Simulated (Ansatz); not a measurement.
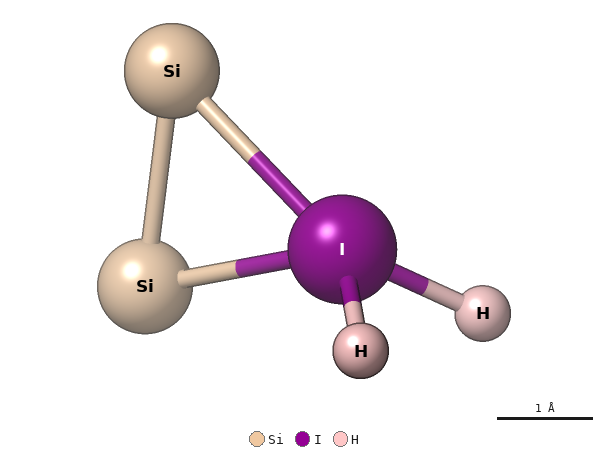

Depth is shown by fading: the farther an atom, the more it takes the colour of the background. Charge +1, singlet. The geometry was computed by an optimisation with PBE-D4/def2-SVP. No frequency run is at hand to confirm it as a minimum. Masses are those of the most abundant isotopes; constants are for the rigid equilibrium geometry.

Classify the rotor and give the rotational constants (cm⁻¹).

Answer. An asymmetric top (Cs): A = 0.204, B = 0.0729, C = 0.0547 cm⁻¹. Ray's parameter κ is −0.76, nearer the prolate limit.
